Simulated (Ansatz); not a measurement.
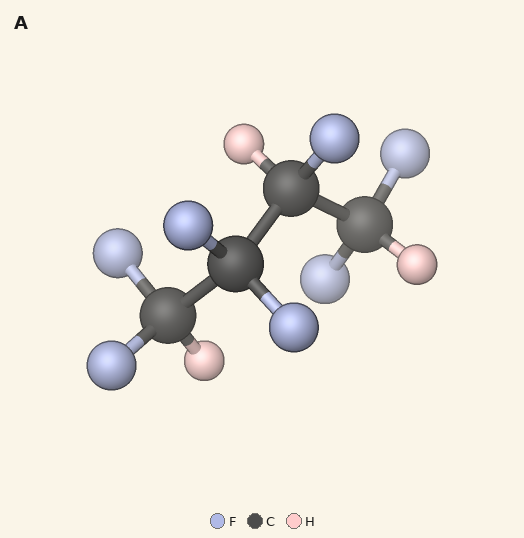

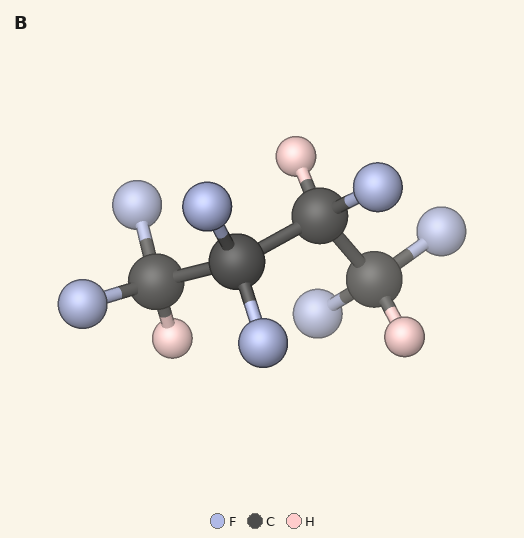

Depth is shown by fading: the farther an atom, the more it takes the colour of the background. The computed structure is the end point of a PBE-D4/def2-SVP optimisation. No frequency run is at hand to confirm it as a minimum.

### How are A and B related: the same structure turned, mirror images, conformers, diastereomers or constitutional isomers?

They are the same structure, C4H3F7 (FC(F)[C@H](F)C(F)(F)C(F)F), seen from two directions: a rotation takes one into the other. The geometry is chiral (C1), so its mirror image would differ.
